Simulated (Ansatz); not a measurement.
# Run report: SnH₅ClO, nudged elastic band

SnH₅ClO, computed with RKS B3LYP/def2-SVP (Ansatz 0.2.0).

It belongs to a series of runs on one base structure; here: band between the two ends. Figures and captions count atoms from 1; the log counts them from 0 in places.

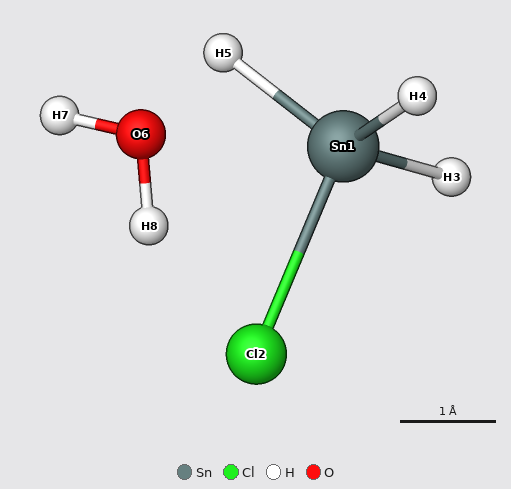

The starting structure (ball-and-stick view, seen at a tilt; atoms are numbered from 1 in the order of the input). Sticks mark near contacts.

## Input file
```yaml
crystal:
  periodic: [false, false, false]
  atoms:
    - { symbol: Sn, position_ang: [0.261305, 0.040682, -0.126969] }
    - { symbol: Cl, position_ang: [0.180059, -0.122775, 2.274035] }
    - { symbol: H, position_ang: [1.956518, 0.028674, -0.433379] }
    - { symbol: H, position_ang: [-0.436694, 1.531153, -0.576928] }
    - { symbol: H, position_ang: [-0.462217, -1.36972, -0.769672] }
    - { symbol: O, position_ang: [-2.667779, 0.036576, 0.867365] }
    - { symbol: H, position_ang: [-2.986989, -0.877256, 0.86728] }
    - { symbol: H, position_ang: [-2.188403, 0.102965, 1.710168] }
basis:
  gaussian: { orbitals: def2-SVP }
hamiltonian:
  xc: b3lyp
neb:
  order_check: false
  images: 7
  f_tol: 0.03
  max_iterations: 60
  final_atoms:
    - { symbol: Sn, position_ang: [-0.30370269, -0.07109288, -0.53925977] }
    - { symbol: Cl, position_ang: [-0.71832533, 0.85891314, 3.18031027] }
    - { symbol: H, position_ang: [1.08813602, -0.83285556, 0.10800375] }
    - { symbol: H, position_ang: [-0.22186101, 1.63052944, -0.61292572] }
    - { symbol: H, position_ang: [-0.77223335, -0.79585442, -2.02523557] }
    - { symbol: O, position_ang: [-1.86434348, -0.38503968, 0.72817706] }
    - { symbol: H, position_ang: [-2.14970646, -1.30892984, 0.77885617] }
    - { symbol: H, position_ang: [-1.40216369, 0.27462881, 2.19397382] }
  initial_path:
    images:
      - { positions_ang: [[0.261305, 0.040682, -0.126969], [0.180059, -0.122775, 2.274035], [1.956518, 0.028674, -0.433379], [-0.436694, 1.531153, -0.576928], [-0.462217, -1.36972, -0.769672], [-2.667779, 0.036576, 0.867365], [-2.986989, -0.877256, 0.86728], [-2.188403, 0.102965, 1.710168]] }
      - { positions_ang: [[0.19719095, 0.03193378, -0.09293767], [0.12851485, -0.0925856, 2.39776921], [1.88039378, 0.02558765, -0.46297692], [-0.53150474, 1.50400827, -0.57657986], [-0.54672172, -1.38153298, -0.72307612], [-2.5377539, 0.02540879, 0.82492704], [-2.91095283, -0.8177377, 0.68008698], [-2.02336639, 0.07521678, 1.76468733]] }
      - { positions_ang: [[0.13307689, 0.02318557, -0.05890633], [0.07697071, -0.0623962, 2.52150343], [1.80426956, 0.02250129, -0.49257484], [-0.62631547, 1.47686354, -0.57623173], [-0.63122645, -1.39334596, -0.67648023], [-2.4077288, 0.01424158, 0.78248908], [-2.83491666, -0.7582194, 0.49289396], [-1.85832978, 0.04746857, 1.81920667]] }
      - { positions_ang: [[0.06896284, 0.01443735, -0.024875], [0.02542656, -0.0322068, 2.64523764], [1.72814533, 0.01941494, -0.52217276], [-0.72112621, 1.44971882, -0.57588359], [-0.71573117, -1.40515894, -0.62988435], [-2.2777037, 0.00307437, 0.74005112], [-2.7588805, -0.6987011, 0.30570094], [-1.69329316, 0.01972035, 1.873726]] }
      - { positions_ang: [[0.00484878, 0.00568914, 0.00915633], [-0.02611758, -0.0020174, 2.76897185], [1.65202111, 0.01632859, -0.55177068], [-0.81593694, 1.42257409, -0.57553545], [-0.80023589, -1.41697192, -0.58328846], [-2.14767859, -0.00809284, 0.69761316], [-2.68284433, -0.6391828, 0.11850791], [-1.52825655, -0.00802787, 1.92824533]] }
      - { positions_ang: [[-0.07228909, -0.01350636, -0.12794769], [-0.19916952, 0.21321524, 2.87180646], [1.51104984, -0.19596745, -0.38682707], [-0.66741796, 1.47456293, -0.58488302], [-0.79323526, -1.26169255, -0.94377524], [-2.07684482, -0.10232955, 0.70525414], [-2.54955986, -0.80661956, 0.28359498], [-1.49673334, 0.0626363, 1.99467745]] }
      - { positions_ang: [[-0.14942696, -0.03270187, -0.26505172], [-0.37222146, 0.42844787, 2.97464106], [1.37007857, -0.40826349, -0.22188347], [-0.51889898, 1.52655176, -0.59423059], [-0.78623462, -1.10641317, -1.30426201], [-2.00601104, -0.19656626, 0.71289511], [-2.41627539, -0.97405632, 0.44868204], [-1.46521012, 0.13330047, 2.06110958]] }
      - { positions_ang: [[-0.22656482, -0.05189737, -0.40215574], [-0.5452734, 0.64368051, 3.07747566], [1.22910729, -0.62055952, -0.05693986], [-0.37038, 1.5785406, -0.60357816], [-0.77923399, -0.9511338, -1.66474879], [-1.93517726, -0.29080297, 0.72053608], [-2.28299093, -1.14149308, 0.61376911], [-1.43368691, 0.20396464, 2.1275417]] }
      - { positions_ang: [[-0.30370269, -0.07109288, -0.53925977], [-0.71832533, 0.85891314, 3.18031027], [1.08813602, -0.83285556, 0.10800375], [-0.22186101, 1.63052944, -0.61292572], [-0.77223335, -0.79585442, -2.02523557], [-1.86434348, -0.38503968, 0.72817706], [-2.14970646, -1.30892984, 0.77885617], [-1.40216369, 0.27462881, 2.19397382]] }
```

Machine: 1 thread of Arm Neoverse V1, 24 GiB of memory available, shared host.

Launched with:
```bash
ansatz run input.yaml --threads 1 --pin off --max-ram 2048MiB --backend cpu --events-out ev --progress --plain --runs-dir out
```

## Log
```
Engine: ansatz 0.2.0, aarch64-unknown-linux-gnu
Functional definition: B3LYP
  parameter a0 = 0.2
  parameter ax = 0.72
  parameter ac = 0.81
  exchange = (1 - a0 - ax)*slater_x + ax*b88_x + a0*exact_x
  correlation = (1 - ac)*vwn_rpa_c + ac*lyp_c
955 factors; integrals over basis functions are off by at most 3.4e-4 eV
mean field evaluation 1: about -20475.8317 eV, gradient 4.8e1 eV
mean field evaluation 2: about -20469.0343 eV, gradient 7.7e1 eV
mean field evaluation 4: about -20479.9659 eV, gradient 2.4e0 eV
mean field evaluation 8: about -20479.9791 eV, gradient 6.6e-2 eV
mean field -20479.97914869 eV, -752.6253518858 hartree, gradient 2.3e-5 eV, S^2 0.000000; 0 other end points of the search recorded, 0 dependent functions left out
the calculation of the forces begins
reference -20479.97940307 eV, -752.6253612342 hartree; 26, 26 occupied and 57, 57 virtual orbitals, 955 factors
957 factors; integrals over basis functions are off by at most 8.6e-4 eV
mean field evaluation 16: about -20474.5788 eV, gradient 5.1e1 eV
mean field -20479.30544384 eV, -752.6005936894 hartree, gradient 3.0e-5 eV, S^2 0.000000; 0 other end points of the search recorded, 0 dependent functions left out
[... from here on the field's lines of each further geometry are left out, up to the last ...]
NEB iter   1: max|band force component| = 3.812e0 eV/Å  barrier→ = 2.7479 eV  barrier← = 2.0742 eV  Δτ_max = 0.2000 Å  (213 SCF iters)
NEB iter   2: max|band force component| = 2.597e0 eV/Å  barrier→ = 1.6818 eV  barrier← = 1.0081 eV  Δτ_max = 0.2000 Å  (187 SCF iters)
NEB iter   3: max|band force component| = 3.326e0 eV/Å  barrier→ = 1.1443 eV  barrier← = 0.4706 eV  Δτ_max = 0.1007 Å  (187 SCF iters)
NEB iter   4: max|band force component| = 1.395e0 eV/Å  barrier→ = 1.0151 eV  barrier← = 0.3414 eV  Δτ_max = 0.2000 Å  (177 SCF iters)
NEB iter   5: max|band force component| = 4.401e0 eV/Å  barrier→ = 0.9028 eV  barrier← = 0.2291 eV  Δτ_max = 0.0987 Å  (178 SCF iters)
NEB iter   6: max|band force component| = 1.396e0 eV/Å  barrier→ = 0.8676 eV  barrier← = 0.1939 eV  Δτ_max = 0.1739 Å  (175 SCF iters)
NEB iter   7: max|band force component| = 9.458e-1 eV/Å  barrier→ = 0.8508 eV  barrier← = 0.1771 eV  Δτ_max = 0.2000 Å  (179 SCF iters)
NEB iter   8: max|band force component| = 6.011e-1 eV/Å  barrier→ = 0.8395 eV  barrier← = 0.1658 eV  Δτ_max = 0.2000 Å  (181 SCF iters)
NEB iter   9: max|band force component| = 8.554e-1 eV/Å  barrier→ = 0.9382 eV  barrier← = 0.2645 eV  Δτ_max = 0.1007 Å  (185 SCF iters)
NEB iter  10: max|band force component| = 5.407e-1 eV/Å  barrier→ = 0.9720 eV  barrier← = 0.2983 eV  CI = image 6  Δτ_max = 0.1004 Å  (179 SCF iters)
NEB iter  11: max|band force component| = 4.081e-1 eV/Å  barrier→ = 0.8942 eV  barrier← = 0.2205 eV  CI = image 6  Δτ_max = 0.1012 Å  (174 SCF iters)
NEB iter  12: max|band force component| = 5.282e-1 eV/Å  barrier→ = 0.8475 eV  barrier← = 0.1738 eV  CI = image 6  Δτ_max = 0.0501 Å  (179 SCF iters)
NEB iter  13: max|band force component| = 2.376e-1 eV/Å  barrier→ = 0.8459 eV  barrier← = 0.1722 eV  CI = image 6  Δτ_max = 0.0995 Å  (176 SCF iters)
NEB iter  14: max|band force component| = 9.601e-1 eV/Å  barrier→ = 0.8530 eV  barrier← = 0.1793 eV  CI = image 6  Δτ_max = 0.0499 Å  (178 SCF iters)
NEB iter  15: max|band force component| = 1.563e-1 eV/Å  barrier→ = 0.8580 eV  barrier← = 0.1843 eV  CI = image 6  Δτ_max = 0.0974 Å  (180 SCF iters)
NEB iter  16: max|band force component| = 9.666e-2 eV/Å  barrier→ = 0.8591 eV  barrier← = 0.1854 eV  CI = image 6  Δτ_max = 0.0454 Å  (177 SCF iters)
NEB iter  17: max|band force component| = 4.706e-2 eV/Å  barrier→ = 0.8591 eV  barrier← = 0.1854 eV  CI = image 6  Δτ_max = 0.0804 Å  (156 SCF iters)
NEB iter  18: max|band force component| = 6.195e-2 eV/Å  barrier→ = 0.8589 eV  barrier← = 0.1852 eV  CI = image 6  Δτ_max = 0.0403 Å  (168 SCF iters)
NEB iter  19: max|band force component| = 3.238e-2 eV/Å  barrier→ = 0.8588 eV  barrier← = 0.1851 eV  CI = image 6  Δτ_max = 0.0249 Å  (161 SCF iters)
the calculation of the forces begins
reference -20479.26198362 eV, -752.5989965556 hartree; 26, 26 occupied and 57, 57 virtual orbitals, 957 factors
957 factors; integrals over basis functions are off by at most 8.6e-4 eV
mean field -20479.12036230 eV, -752.5937920681 hartree, gradient 1.8e-5 eV, S^2 0.000000; 1 other end points of the search recorded, 0 dependent functions left out
the calculation of the forces begins
reference -20479.12061342 eV, -752.5938012968 hartree; 26, 26 occupied and 57, 57 virtual orbitals, 957 factors
NEB iter  20: max|band force component| = 1.575e-2 eV/Å  barrier→ = 0.8588 eV  barrier← = 0.1851 eV  CI = image 6  Δτ_max = 0.0000 Å  (328 SCF iters)
```

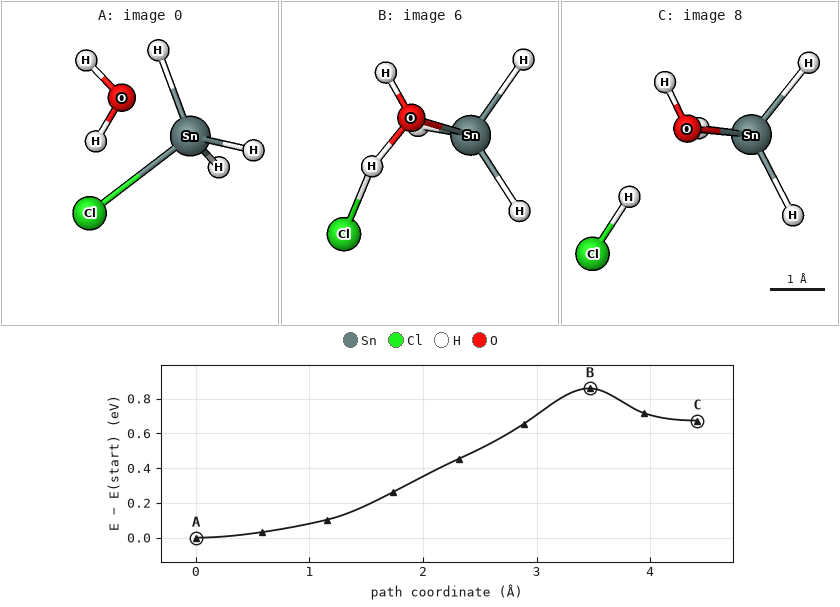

Images of the last band (counted from 0; ball-and-stick, seen at an oblique angle) above the energy along the path; the line is a cubic interpolation that uses the forces. The highest image is number 6, 0.859 eV above the start and 0.185 eV above the end (the climbing image); the end lies 0.674 eV above the start. The path is 4.42 Å long. The band converged in 20 iterations.

```
Total energy: -20479.12061342 eV, -752.5938012968 hartree
Atom 0 at    -0.257970     0.034808    -0.343978 Å, force    -0.000381     0.000758    -0.004365 eV/Å
Atom 1 at    -0.381209     0.806476     2.650261 Å, force    -0.003354     0.000281     0.000476 eV/Å
Atom 2 at     1.111843    -0.798886     0.232174 Å, force     0.002461    -0.000764     0.001148 eV/Å
Atom 3 at    -0.234892     1.719621    -0.558859 Å, force     0.000259     0.000779     0.000424 eV/Å
Atom 4 at    -0.861836    -0.757670    -1.758323 Å, force    -0.000962     0.000220     0.001978 eV/Å
Atom 5 at    -1.983895    -0.383711     0.833149 Å, force    -0.000525    -0.009621     0.006103 eV/Å
Atom 6 at    -2.225479    -1.317570     0.939672 Å, force    -0.005441     0.000783    -0.007320 eV/Å
Atom 7 at    -1.510762     0.067232     1.817804 Å, force     0.007943     0.007562     0.001555 eV/Å
Dipole moment:    -0.103470    -0.546880    -0.780458 e Å
this run last wrote the band of iteration 20 to [file]
```

## The last band as extended XYZ (Å, eV, eV/Å)
```
8
Properties=species:S:1:pos:R:3:forces:R:3 image=0 energy=-20479.97915
Sn    0.2613    0.0407   -0.1270   -0.0014   0.0066   0.0027
Cl    0.1801   -0.1228    2.2740   -0.0013  -0.0019  -0.0042
H     1.9565    0.0287   -0.4334    0.0029   0.0001  -0.0006
H    -0.4367    1.5312   -0.5769    0.0000  -0.0023   0.0001
H    -0.4622   -1.3697   -0.7697   -0.0017  -0.0017   0.0013
O    -2.6678    0.0366    0.8674    0.0044  -0.0258   0.0077
H    -2.9870   -0.8773    0.8673   -0.0025   0.0157  -0.0064
H    -2.1884    0.1030    1.7102   -0.0005   0.0094  -0.0007
8
Properties=species:S:1:pos:R:3:forces:R:3 image=1 energy=-20479.94758
Sn    0.2773    0.1094   -0.1519    0.0051  -0.0142   0.0006
Cl    0.1281    0.0670    2.2485    0.0112  -0.0354   0.0014
H     1.9542   -0.1698   -0.4131    0.0125   0.0372  -0.0134
H    -0.2016    1.6740   -0.6436   -0.0395  -0.0155   0.0118
H    -0.6406   -1.1751   -0.8040    0.0290  -0.0351   0.0147
O    -2.7619   -0.1103    0.9265   -0.0001   0.0340  -0.0103
H    -2.8534   -1.0737    0.9154   -0.0166   0.0226  -0.0027
H    -2.2463    0.0488    1.7341   -0.0016   0.0065  -0.0021
8
Properties=species:S:1:pos:R:3:forces:R:3 image=2 energy=-20479.87555
Sn    0.2586    0.1780   -0.1802    0.0304  -0.0021  -0.0004
Cl    0.0533    0.2978    2.2162    0.0249  -0.0645  -0.0059
H     1.8812   -0.3559   -0.3405    0.0641   0.0608  -0.0536
H     0.0000    1.7782   -0.7251   -0.0221  -0.0107   0.0010
H    -0.8040   -0.9623   -0.8773    0.0423  -0.0466   0.0579
O    -2.7772   -0.2798    0.9843   -0.0558   0.0085   0.0194
H    -2.7179   -1.2459    0.9785   -0.0510   0.0240  -0.0103
H    -2.2382   -0.0398    1.7559   -0.0327   0.0306  -0.0080
8
Properties=species:S:1:pos:R:3:forces:R:3 image=3 energy=-20479.71720
Sn    0.1211    0.1990   -0.1751    0.0963   0.0031  -0.0087
Cl   -0.0047    0.5420    2.2308    0.0286  -0.0962  -0.0351
H     1.6791   -0.5204   -0.1868    0.1360   0.0976  -0.1033
H     0.0131    1.8045   -0.7524    0.0268   0.0166  -0.0324
H    -0.9126   -0.8403   -1.0636    0.0272  -0.0472   0.1371
O    -2.5728   -0.3720    0.9696   -0.1605   0.0136   0.0342
H    -2.5473   -1.3389    1.0015   -0.0634   0.0068   0.0089
H    -2.1202   -0.1035    1.7880   -0.0910   0.0058  -0.0006
8
Properties=species:S:1:pos:R:3:forces:R:3 image=4 energy=-20479.52619
Sn   -0.0478    0.1777   -0.1630    0.0643   0.0298   0.0292
Cl   -0.0490    0.7363    2.2777    0.0540  -0.0475  -0.0584
H     1.4587   -0.6415   -0.0353    0.1210   0.0719  -0.0851
H    -0.0768    1.7945   -0.7256    0.0530   0.0144  -0.0427
H    -0.9533   -0.7795   -1.2900   -0.0034  -0.0245   0.1247
O    -2.3048   -0.4171    0.9364   -0.0997  -0.0038   0.0226
H    -2.4124   -1.3771    1.0069   -0.0665  -0.0087  -0.0030
H    -1.9587   -0.1230    1.8049   -0.1227  -0.0316   0.0126
8
Properties=species:S:1:pos:R:3:forces:R:3 image=5 energy=-20479.32273
Sn   -0.1632    0.1131   -0.1998    0.0682   0.0892   0.1261
Cl   -0.1885    0.8584    2.3915    0.1426  -0.0008  -0.1975
H     1.2422   -0.7872    0.1720    0.1157   0.0152  -0.0431
H    -0.1535    1.7530   -0.6663    0.0718   0.0467  -0.0453
H    -0.9028   -0.7664   -1.5249   -0.0274   0.0318   0.1766
O    -2.1197   -0.4062    0.8851   -0.0964  -0.0338   0.0360
H    -2.3014   -1.3521    0.9959   -0.0662  -0.0411   0.0060
H    -1.7573   -0.0423    1.7583   -0.2084  -0.1073  -0.0588
8
Properties=species:S:1:pos:R:3:forces:R:3 image=6 energy=-20479.12036
Sn   -0.2580    0.0348   -0.3440   -0.0004   0.0008  -0.0044
Cl   -0.3812    0.8065    2.6503   -0.0034   0.0003   0.0005
H     1.1118   -0.7989    0.2322    0.0025  -0.0008   0.0011
H    -0.2349    1.7196   -0.5589    0.0003   0.0008   0.0004
H    -0.8618   -0.7577   -1.7583   -0.0010   0.0002   0.0020
O    -1.9839   -0.3837    0.8331   -0.0005  -0.0096   0.0061
H    -2.2255   -1.3176    0.9397   -0.0054   0.0008  -0.0073
H    -1.5108    0.0672    1.8178    0.0079   0.0076   0.0016
8
Properties=species:S:1:pos:R:3:forces:R:3 image=7 energy=-20479.26173
Sn   -0.3162   -0.0292   -0.4437   -0.0369  -0.0396  -0.0613
Cl   -0.5014    0.8142    2.8821   -0.0555   0.0130   0.1114
H     1.0612   -0.7916    0.2291   -0.0283  -0.0012  -0.0114
H    -0.2592    1.6718   -0.5341   -0.0173  -0.0322  -0.0013
H    -0.7891   -0.7641   -1.9214    0.0213  -0.0162  -0.0824
O    -1.9520   -0.3973    0.7435    0.0205  -0.0057  -0.0339
H    -2.2024   -1.3304    0.8146    0.0123  -0.0018  -0.0505
H    -1.3852    0.1970    2.0418    0.0839   0.0838   0.1293
8
Properties=species:S:1:pos:R:3:forces:R:3 image=8 energy=-20479.30544
Sn   -0.3037   -0.0711   -0.5393    0.0236  -0.0002  -0.0230
Cl   -0.7183    0.8589    3.1803   -0.0095  -0.0005  -0.0031
H     1.0881   -0.8329    0.1080    0.0025   0.0046   0.0223
H    -0.2219    1.6305   -0.6129   -0.0031  -0.0090   0.0028
H    -0.7722   -0.7959   -2.0252   -0.0182   0.0041  -0.0179
O    -1.8643   -0.3850    0.7282   -0.0100  -0.0101   0.0060
H    -2.1497   -1.3089    0.7789    0.0032   0.0096   0.0005
H    -1.4022    0.2746    2.1940    0.0116   0.0014   0.0123
```

## Summary

```csv
quantity,value
outcome,converged
"barrier, forward",0.859 eV
"barrier, backward",0.185 eV
wall time,8.7 min
peak memory,0.19 GiB
```

## Notes

The order of the saddle point was not checked.
